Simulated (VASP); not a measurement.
# CoCuAs2 with PBE + U: from relaxation to properties

Wanted: the relaxed cell of CoCuAs2 and its properties. The steps: rough relaxation of the start cell, full relaxation (PBE + U), second relaxation, single point with fields (PBE + U), bands along the symmetry lines (PBE + U), density of states (PBE + U), vibrations at Γ (PBE + U), volume scan with PBE + U, fit for PBE + U and band structure (PBE + U), changed input. The cell is invented: it takes the structure of a Materials Project entry for CoNiAs2 (space group 164 there), with some of its atoms replaced by other elements, volume scaled by an estimate. It may not be a known or stable phase.

Method: PBE, DFT+U (Co d 4.5 eV, Cu d 5 eV), spin-polarised from a ferrimagnetic start; plane waves and PAW (As, Cu, Co), in the first sound run; inputs show where later runs differ, in VASP 6.6.1.

## 1. The starting structure

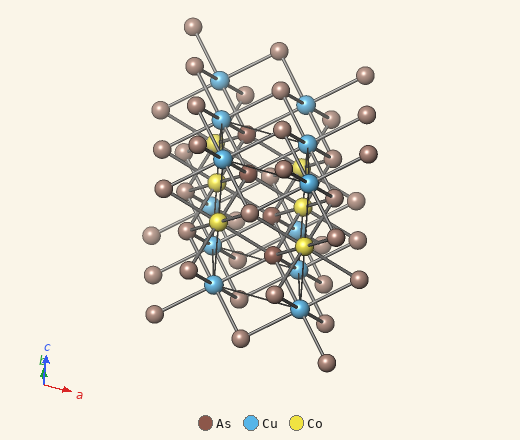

The starting structure, seen slightly off an axis (arsenic brown, copper blue, cobalt yellow). 1×2×1 cells are drawn. Some periodic images of atoms are drawn too.

As a file:

```cif
data_structure
_symmetry_space_group_name_H-M 'P 1'
_symmetry_Int_Tables_number 1
_cell_length_a 3.7160
_cell_length_b 3.7160
_cell_length_c 5.1537
_cell_angle_alpha 90.000
_cell_angle_beta 90.000
_cell_angle_gamma 120.000
_cell_volume 61.63
loop_
_atom_site_label
_atom_site_type_symbol
_atom_site_fract_x
_atom_site_fract_y
_atom_site_fract_z
_atom_site_occupancy
As1 As 0.66667 0.33333 0.25975 1
As2 As 0.33333 0.66667 0.74025 1
Cu3 Cu 0.00000 0.00000 0.00000 1
Co4 Co 0.00000 0.00000 0.50000 1
```

## 2. Rough relaxation of the start cell

The start is only an estimate, so a cheap relaxation brings it near a minimum before any careful run. PBE, the usual starting point, adds the gradient of the density. A Hubbard U penalises fractional filling of the localised shell, which semilocal functionals favour.

Contents of INCAR:

```
SYSTEM = CoCuAs2
PREC = Normal
ENCUT = 400
EDIFF = 1E-05
NELM = 60
ISMEAR = 0
SIGMA = 0.05
LREAL = .FALSE.
ALGO = Fast
GGA = PE
NBANDS = 23
ISPIN = 2
MAGMOM = 0 0 0.6 -2
LDAU = .TRUE.
LDAUTYPE = 2
LDAUL = -1 2 2
LDAUU = 0 5 4.5
LDAUJ = 0 0 0
LDAUPRINT = 1
LASPH = .TRUE.
LMAXMIX = 4
LORBIT = 11
LWAVE = .FALSE.
LCHARG = .FALSE.
KPAR = 2
IBRION = 2
NSW = 40
ISIF = 3
EDIFFG = -0.04
```

Contents of POSCAR:

```
CoCuAs2
1.0
    3.7159740000      0.0000000000      0.0000000000
   -1.8579870000      3.2181280000      0.0000000000
    0.0000000000      0.0000000000      5.1537180000
As Cu Co
2 1 1
Direct
    0.6666666700      0.3333333300      0.2597460000
    0.3333333300      0.6666666700      0.7402540000
    0.0000000000      0.0000000000      0.0000000000
    0.0000000000      0.0000000000      0.5000000000
```

Contents of KPOINTS:

```
Automatic mesh
0
Gamma
5 5 3
0 0 0
```

PAW data sets: As, Cu and Co (PBE family, release 64).

On the command line:

```console
$ mpirun -np 2 vasp_std
```

The program printed:

```text
[banner, memory and clock lines left out]
running    2 mpi-ranks, on    1 nodes
 distrk:  each k-point on    1 cores,    2 groups
 distr:  one band on    1 cores,    1 groups

 POSCAR found type information on POSCAR AsCuCo
 POSCAR found :  3 types and       4 ions
 LDA part: xc-table for (Slater+PW92), standard interpolation
 POSCAR, INCAR and KPOINTS ok, starting setup
 FFT: planning ... GRIDC
 FFT: planning ... GRID_SOFT
 FFT: planning ... GRID
 WAVECAR not read
 entering main loop
       N       E                     dE             d eps       ncg     rms          rms(c)
DAV:   1     0.180972532980E+03    0.18097E+03   -0.11239E+04  1104   0.127E+03
DAV:   2    -0.338165785225E+01   -0.18435E+03   -0.17407E+03  1132   0.275E+02
DAV:   3    -0.154021698610E+02   -0.12021E+02   -0.11584E+02  1372   0.881E+01
DAV:   4    -0.157139397678E+02   -0.31177E+00   -0.31054E+00  1223   0.133E+01
DAV:   5    -0.157245972810E+02   -0.10658E-01   -0.10656E-01  1618   0.267E+00    0.126E+01
RMM:   6    -0.187560834202E+02   -0.30315E+01   -0.19275E+01  1106   0.511E+01    0.213E+01
RMM:   7    -0.148262636072E+02    0.39298E+01   -0.54487E+00  1104   0.258E+01    0.336E+00
RMM:   8    -0.148872269053E+02   -0.60963E-01   -0.56908E-01  1105   0.104E+01    0.286E+00
RMM:   9    -0.149533606611E+02   -0.66134E-01   -0.19492E-01  1107   0.475E+00    0.205E+00
RMM:  10    -0.150873398075E+02   -0.13398E+00   -0.92717E-02  1122   0.312E+00    0.272E+00
RMM:  11    -0.151263972237E+02   -0.39057E-01   -0.22019E-02  1153   0.140E+00    0.241E+00
RMM:  12    -0.152558977768E+02   -0.12950E+00   -0.78155E-02  1232   0.239E+00    0.118E+00
RMM:  13    -0.152989392404E+02   -0.43041E-01   -0.31548E-02  1123   0.154E+00    0.471E-01
RMM:  14    -0.153083056996E+02   -0.93665E-02   -0.74250E-03  1117   0.860E-01    0.223E-01
RMM:  15    -0.153123187821E+02   -0.40131E-02   -0.22156E-03  1151   0.478E-01    0.179E-01
RMM:  16    -0.153132126834E+02   -0.89390E-03   -0.95141E-04  1151   0.333E-01    0.152E-01
RMM:  17    -0.153139964919E+02   -0.78381E-03   -0.62916E-04  1148   0.234E-01    0.714E-02
RMM:  18    -0.153141349651E+02   -0.13847E-03   -0.35373E-04  1140   0.147E-01    0.161E-02
RMM:  19    -0.153141513226E+02   -0.16357E-04   -0.75708E-05  1033   0.762E-02    0.839E-03
RMM:  20    -0.153141532645E+02   -0.19419E-05   -0.22711E-05   813   0.408E-02
   1 F= -.15314153E+02 E0= -.15313136E+02  d E =-.153142E+02  mag=    -1.2857
 curvature:   0.00 expect dE= 0.000E+00 dE for cont linesearch  0.000E+00
 trial: gam= 0.00000 g(F)=  0.126E-01 g(S)=  0.246E-01 ort = 0.000E+00 (trialstep = 0.100E+01)
 search vector abs. value=  0.371E-01
 bond charge predicted
       N       E                     dE             d eps       ncg     rms          rms(c)
DAV:   1    -0.156660710475E+02   -0.35192E+00   -0.51390E+00  1336   0.477E+01    0.466E+00
RMM:   2    -0.155797128804E+02    0.86358E-01   -0.24213E+00  1104   0.207E+01    0.418E+00
RMM:   3    -0.153664866889E+02    0.21323E+00   -0.48470E-01  1104   0.851E+00    0.152E+00
RMM:   4    -0.153402639858E+02    0.26223E-01   -0.40055E-02  1116   0.213E+00    0.736E-01
RMM:   5    -0.153330571230E+02    0.72069E-02   -0.24818E-02  1131   0.177E+00    0.144E-01
RMM:   6    -0.153336534375E+02   -0.59631E-03   -0.80914E-03  1205   0.714E-01    0.112E-01
RMM:   7    -0.153337490316E+02   -0.95594E-04   -0.20693E-03  1243   0.320E-01    0.659E-02
RMM:   8    -0.153337627158E+02   -0.13684E-04   -0.31806E-04  1117   0.193E-01    0.367E-02
RMM:   9    -0.153337654494E+02   -0.27336E-05   -0.11657E-04  1109   0.954E-02    0.188E-02
RMM:  10    -0.153337666977E+02   -0.12483E-05   -0.34247E-05   867   0.476E-02
   2 F= -.15333767E+02 E0= -.15332976E+02  d E =-.196134E-01  mag=    -1.2850
[...]
3 F= -.15333810E+02 E0= -.15333031E+02  d E =-.196572E-01  mag=    -1.2846
[...]
4 F= -.15341063E+02 E0= -.15340238E+02  d E =-.725256E-02  mag=    -1.2892
 trial-energy change:   -0.007253  1 .order   -0.007199   -0.009155   -0.005243
 step:   2.1640(harm=  2.3667)  dis= 0.03497  next Energy=   -15.344130 (dE=-0.103E-01)
 bond charge predicted
       N       E                     dE             d eps       ncg     rms          rms(c)
DAV:   1    -0.153468825280E+02   -0.58242E-02   -0.31922E-01  1412   0.709E+00    0.602E-01
RMM:   2    -0.153476507201E+02   -0.76819E-03   -0.46115E-02  1104   0.262E+00    0.535E-01
RMM:   3    -0.153443329365E+02    0.33178E-02   -0.11424E-02  1119   0.128E+00    0.187E-01
RMM:   4    -0.153443002553E+02    0.32681E-04   -0.24253E-03  1156   0.368E-01    0.962E-02
RMM:   5    -0.153442772669E+02    0.22988E-04   -0.78729E-04  1138   0.295E-01    0.354E-02
RMM:   6    -0.153442974188E+02   -0.20152E-04   -0.27306E-04  1152   0.152E-01    0.225E-02
RMM:   7    -0.153443054497E+02   -0.80309E-05   -0.80926E-05   974   0.594E-02
   5 F= -.15344305E+02 E0= -.15343283E+02  d E =-.104950E-01  mag=    -1.2963
 curvature:  -1.43 expect dE=-0.906E-04 dE for cont linesearch -0.243E-04
 trial: gam=-0.05326 g(F)=  0.136E-04 g(S)=  0.497E-04 ort = 0.436E-03 (trialstep = 0.124E+01)
 search vector abs. value=  0.486E-04
 reached required accuracy - stopping structural energy minimisation
```

Wall time 35 s (2 MPI ranks of Intel Xeon 6975P-C (Granite Rapids), shared host); peak memory 0.28 GiB; 46 s of CPU time.

The logs omit lines about the potential files and the build; timing stands in the text.

Parts of OUTCAR (step 2):

```text
ion  position               nearest neighbor table
   1  0.667  0.333  0.260-   4 2.48   4 2.48   4 2.48   3 2.53   3 2.53   3 2.53
   2  0.333  0.667  0.740-   4 2.48   4 2.48   4 2.48   3 2.53   3 2.53   3 2.53
   3  0.000  0.000  0.000-   1 2.53   2 2.53   1 2.53   2 2.53   1 2.53   2 2.53   4 2.58   4 2.58

  LATTYP: Found a hexagonal cell.
 ALAT       =     3.7159740000
 C/A-ratio  =     1.3869090580

 Subroutine GETGRP returns: Found 12 space group operations
 (whereof 12 operations were pure point group operations)

The static configuration has the point symmetry D_3d.

 Found     12 irreducible k-points:

   k-points           NKPTS =     12   k-points in BZ     NKDIM =     12   number of bands    NBANDS=     23

   dimension x,y,z NGX =    18 NGY =   18 NGZ =   28
   dimension x,y,z NGXF=    36 NGYF=   36 NGZF=   56

   ENCUT  =  400.0 eV  29.40 Ry    5.42 a.u.   6.06  6.06  8.40*2*pi/ulx,y,z

   NELECT =      30.0000    total number of electrons

 k-points in reciprocal lattice and weights: Automatic mesh
   0.00000000  0.00000000  0.00000000       0.013
   0.20000000  0.00000000  0.00000000       0.080
   0.40000000  0.00000000  0.00000000       0.080
   0.20000000  0.20000000  0.00000000       0.080
   0.40000000  0.20000000  0.00000000       0.080
   0.00000000  0.00000000  0.33333333       0.027
   0.20000000  0.00000000  0.33333333       0.080
   0.00000000  0.20000000  0.33333333       0.080
   0.40000000  0.00000000  0.33333333       0.080
   0.00000000  0.40000000  0.33333333       0.080
   0.20000000  0.20000000  0.33333333       0.160
   0.40000000  0.20000000  0.33333333       0.160

atom =   3  type =  2  l = 2

 onsite density matrix

spin component  1

  0.9418  0.0000  0.0000 -0.0061 -0.0000
  0.0000  0.9461 -0.0000 -0.0000 -0.0061
  0.0000 -0.0000  0.9257 -0.0000  0.0000
 -0.0061 -0.0000 -0.0000  0.9461  0.0000
 -0.0000 -0.0061  0.0000  0.0000  0.9418

spin component  2

  0.9375 -0.0000  0.0000 -0.0151 -0.0000
 -0.0000  0.9262 -0.0000 -0.0000 -0.0151
  0.0000 -0.0000  0.9448  0.0000  0.0000
 -0.0151 -0.0000  0.0000  0.9262 -0.0000
 -0.0000 -0.0151  0.0000 -0.0000  0.9375

 occupancies and eigenvectors

  o =  0.9157  v =  0.0000  0.0000  0.0000  0.0000  0.0000  0.5693  0.0000 -0.0000  0.8221  0.0000      0.0000  0.0000  0.0000  0.0000  0.0000  0.0000  0.0000  0.0000  0.0000  0.0000
  o =  0.9157  v =  0.0000  0.0000  0.0000  0.0000  0.0000  0.0000  0.8221 -0.0000 -0.0000  0.5693      0.0000  0.0000  0.0000  0.0000  0.0000  0.0000  0.0000  0.0000  0.0000  0.0000
  o =  0.9257  v = -0.0000 -0.0000  1.0000 -0.0000 -0.0000  0.0000  0.0000  0.0000  0.0000  0.0000      0.0000  0.0000  0.0000  0.0000  0.0000  0.0000  0.0000  0.0000  0.0000  0.0000
  o =  0.9375  v = -0.8147 -0.0000 -0.0000 -0.5798 -0.0000  0.0000  0.0000  0.0000  0.0000  0.0000      0.0000  0.0000  0.0000  0.0000  0.0000  0.0000  0.0000  0.0000  0.0000  0.0000
  o =  0.9375  v = -0.0000  0.5798  0.0000 -0.0000  0.8147  0.0000  0.0000  0.0000  0.0000  0.0000      0.0000  0.0000  0.0000  0.0000  0.0000  0.0000  0.0000  0.0000  0.0000  0.0000
  o =  0.9448  v =  0.0000  0.0000  0.0000  0.0000  0.0000  0.0000 -0.0000 -1.0000 -0.0000  0.0000      0.0000  0.0000  0.0000  0.0000  0.0000  0.0000  0.0000  0.0000  0.0000  0.0000
  o =  0.9480  v =  0.0000  0.0000  0.0000  0.0000  0.0000 -0.8221  0.0000 -0.0000  0.5693  0.0000      0.0000  0.0000  0.0000  0.0000  0.0000  0.0000  0.0000  0.0000  0.0000  0.0000
  o =  0.9480  v =  0.0000  0.0000  0.0000  0.0000  0.0000  0.0000 -0.5693  0.0000 -0.0000  0.8221      0.0000  0.0000  0.0000  0.0000  0.0000  0.0000  0.0000  0.0000  0.0000  0.0000
  o =  0.9504  v = -0.5798  0.0000 -0.0000  0.8147 -0.0000  0.0000  0.0000  0.0000  0.0000  0.0000      0.0000  0.0000  0.0000  0.0000  0.0000  0.0000  0.0000  0.0000  0.0000  0.0000
  o =  0.9504  v =  0.0000  0.8147 -0.0000 -0.0000 -0.5798  0.0000  0.0000  0.0000  0.0000  0.0000      0.0000  0.0000  0.0000  0.0000  0.0000  0.0000  0.0000  0.0000  0.0000  0.0000

atom =   4  type =  3  l = 2

 onsite density matrix

spin component  1

  0.6676  0.0000 -0.0000  0.2098  0.0000
  0.0000  0.7442  0.0000 -0.0000  0.2098
 -0.0000  0.0000  0.0828  0.0000  0.0000
  0.2098 -0.0000  0.0000  0.7442 -0.0000
  0.0000  0.2098  0.0000 -0.0000  0.6676

spin component  2

  0.9020  0.0000 -0.0000  0.0286 -0.0000
  0.0000  0.8985  0.0000  0.0000  0.0286
 -0.0000  0.0000  0.9418  0.0000  0.0000
  0.0286  0.0000  0.0000  0.8985  0.0000
 -0.0000  0.0286  0.0000  0.0000  0.9020

 occupancies and eigenvectors

  o =  0.0828  v =  0.0000 -0.0000 -1.0000  0.0000  0.0000  0.0000  0.0000  0.0000  0.0000  0.0000      0.0000  0.0000  0.0000  0.0000  0.0000  0.0000  0.0000  0.0000  0.0000  0.0000
  o =  0.4926  v = -0.7680  0.0000 -0.0000  0.6405  0.0000  0.0000  0.0000  0.0000  0.0000  0.0000      0.0000  0.0000  0.0000  0.0000  0.0000  0.0000  0.0000  0.0000  0.0000  0.0000
  o =  0.4926  v =  0.0000 -0.6405  0.0000  0.0000  0.7680  0.0000  0.0000  0.0000  0.0000  0.0000      0.0000  0.0000  0.0000  0.0000  0.0000  0.0000  0.0000  0.0000  0.0000  0.0000
  o =  0.8716  v =  0.0000  0.0000  0.0000  0.0000  0.0000 -0.6850  0.0000 -0.0000  0.7285 -0.0000      0.0000  0.0000  0.0000  0.0000  0.0000  0.0000  0.0000  0.0000  0.0000  0.0000
  o =  0.8716  v =  0.0000  0.0000  0.0000  0.0000  0.0000  0.0000 -0.7285 -0.0000  0.0000  0.6850      0.0000  0.0000  0.0000  0.0000  0.0000  0.0000  0.0000  0.0000  0.0000  0.0000
  o =  0.9192  v = -0.6405  0.0000  0.0000 -0.7680 -0.0000  0.0000  0.0000  0.0000  0.0000  0.0000      0.0000  0.0000  0.0000  0.0000  0.0000  0.0000  0.0000  0.0000  0.0000  0.0000
  o =  0.9192  v =  0.0000  0.7680  0.0000  0.0000  0.6405  0.0000  0.0000  0.0000  0.0000  0.0000      0.0000  0.0000  0.0000  0.0000  0.0000  0.0000  0.0000  0.0000  0.0000  0.0000
  o =  0.9289  v =  0.0000  0.0000  0.0000  0.0000  0.0000 -0.7285 -0.0000  0.0000 -0.6850  0.0000      0.0000  0.0000  0.0000  0.0000  0.0000  0.0000  0.0000  0.0000  0.0000  0.0000
  o =  0.9289  v =  0.0000  0.0000  0.0000  0.0000  0.0000  0.0000 -0.6850  0.0000  0.0000 -0.7285      0.0000  0.0000  0.0000  0.0000  0.0000  0.0000  0.0000  0.0000  0.0000  0.0000
  o =  0.9418  v =  0.0000  0.0000  0.0000  0.0000  0.0000  0.0000 -0.0000 -1.0000 -0.0000 -0.0000      0.0000  0.0000  0.0000  0.0000  0.0000  0.0000  0.0000  0.0000  0.0000  0.0000

 average (electrostatic) potential at core
       1 -48.1890       2 -48.1890       3 -63.6389       4 -81.5954

 E-fermi :   6.6983

 spin component 1
 k-point     1 :       0.0000    0.0000    0.0000
  band No.  band energies     occupation
    ...
      8       2.7554      1.00000
      9       4.0377      1.00000
     10       4.0377      1.00000
     11       4.7599      1.00000
     12       4.7599      1.00000
     13       7.1426      0.00000
     14       7.1426      0.00000
     15       8.7541      0.00000
     16       9.0488      0.00000
     17       9.6489      0.00000
    ...

 k-point     2 :       0.2000    0.0000    0.0000
  band No.  band energies     occupation
    ...
     10       4.0558      1.00000
     11       4.4340      1.00000
     12       4.6843      1.00000
     13       5.1272      1.00000
     14       6.4347      1.00000
     15       8.0294      0.00000
     16       8.7665      0.00000
     17       9.3775      0.00000
     18       9.8906      0.00000
     19      11.7284      0.00000
    ...

 k-point     3 :       0.4000    0.0000    0.0000
  band No.  band energies     occupation
    ...
     11       4.1011      1.00000
     12       4.2293      1.00000
     13       4.3646      1.00000
     14       5.7542      1.00000
     15       6.1937      1.00000
     16       7.6403      0.00000
     17       9.3167      0.00000
     18      10.0747      0.00000
     19      11.1690      0.00000
     20      12.2289      0.00000
    ...

 k-point     4 :       0.2000    0.2000    0.0000
  band No.  band energies     occupation
    ...
     10       3.3654      1.00000
     11       4.2044      1.00000
     12       4.3266      1.00000
     13       5.1846      1.00000
     14       5.4727      1.00000
     15       7.5014      0.00000
     16       8.2156      0.00000
     17       8.4643      0.00000
     18       8.9764      0.00000
     19      11.5590      0.00000
    ...

 k-point     5 :       0.4000    0.2000    0.0000
  band No.  band energies     occupation
    ...
     11       4.1005      1.00000
     12       4.2775      1.00000
     13       4.6300      1.00000
     14       5.7408      1.00000
     15       5.9284      1.00000
     16       7.4284      0.00000
     17       8.2427      0.00000
     18       8.4541      0.00000
     19      10.9813      0.00000
     20      12.8259      0.00000
    ...

 k-point     6 :       0.0000    0.0000    0.3333
  band No.  band energies     occupation
    ...
      9       3.9664      1.00000
     10       3.9664      1.00000
     11       4.2935      1.00000
     12       4.2935      1.00000
     13       6.6914      0.57652
     14       7.7292      0.00000
     15       7.7292      0.00000
     16       8.4422      0.00000
     17       9.6634      0.00000
     18       9.6634      0.00000
    ...

  Total       -0.0449480     -0.0449480      0.0090264      0.0000000      0.0000000      0.0000000
  in kB       -1.1408076     -1.1408077      0.2290967      0.0000000      0.0000000      0.0000000
  external PRESSURE =      -0.6841729 kB  Pullay stress =       0.0000000 kB

  energy-cutoff  :      400.00
  volume of cell :       63.13
      direct lattice vectors                 reciprocal lattice vectors
     3.750952578  0.000000000  0.000000000     0.266598945  0.153920967  0.000000000
    -1.875476289  3.248420340  0.000000000     0.000000000  0.307841934  0.000000000
     0.000000000 -0.000000000  5.180773017     0.000000000  0.000000000  0.193021388

 POSITION                                       TOTAL-FORCE (eV/Angst)
 -----------------------------------------------------------------------------------
      1.87548      1.08281      1.39903        -0.000000     -0.000000      0.011876
     -0.00000      2.16561      3.78174         0.000000      0.000000     -0.011876
     -0.00000      0.00000      0.00000         0.000000      0.000000      0.000000
     -1.87548      3.24842      2.59039         0.000000     -0.000000      0.000000
 -----------------------------------------------------------------------------------
    total drift:                               -0.000000      0.000000     -0.000000

  FREE ENERGIE OF THE ION-ELECTRON SYSTEM (eV)
  ---------------------------------------------------
  free  energy   TOTEN  =       -15.3443054497 eV

  energy  without entropy=      -15.3422598307  energy(sigma->0) =      -15.34328264

 reached required accuracy - stopping structural energy minimisation

 total charge
# of ion       s       p       d       tot
------------------------------------------
    1        1.258   1.411   0.052   2.720
    2        1.258   1.411   0.052   2.720
    3        0.389   0.346   9.352  10.087
    4        0.414   0.466   7.421   8.301
--------------------------------------------------
tot          3.318   3.633  16.876  23.827

 magnetization (x)
# of ion       s       p       d       tot
------------------------------------------
    1       -0.006   0.106   0.001   0.100
    2       -0.006   0.106   0.001   0.100
    3       -0.006   0.005   0.029   0.029
    4       -0.012  -0.008  -1.636  -1.656
--------------------------------------------------
tot         -0.031   0.209  -1.605  -1.427

[... 6 further parts left out ...]
```

CONTCAR:

```
CoCuAs2
   1.00000000000000
     3.7509525775616344    0.0000000000000000    0.0000000000000000
    -1.8754762887808172    3.2484203399973386    0.0000000000000000
     0.0000000000000000   -0.0000000000000001    5.1807730171483772
  As              Cu              Co
     2     1     1
Direct
     0.6666666699999979    0.3333333300000021    0.2700427079017425
     0.3333333300000021    0.6666666699999979    0.7299572920982575
     0.0000000000000000    0.0000000000000000    0.0000000000000000
     0.0000000000000000    1.0000000000000000    0.5000000000000000
```

The magnetic state follows from one typed start and may not be the lowest. The k-mesh is coarse for a metal. A U on the itinerant d states of such a compound is hard to justify; it moves the bands at the Fermi level and favours large moments. This relaxation is a rough one on cheap settings, only to bring the start near its minimum. The run keeps the 12 symmetry operations of its start, so it cannot find a distortion of lower symmetry.

(Part 1 of 13 ends here.)

[Lines on the potential files, build, host, timing and source positions are cut from VASP's logs without a mark.]

[Logs are printed without paths, hosts, clocks, repeated set-up lines and the standing remarks that a program may print on its own settings, such as how far it seeks lower states.]

[Hosts, paths, dates, database ids (printed as entryN), source tags and the programs' standing remarks are cut or masked in the printed files.]

[A measured line is paired with the nearest computed mode of its activity, which favours agreement.]

[In band tables of VASP the shares of atoms and orbitals are scaled to a sum of 1 inside the atoms' spheres.]
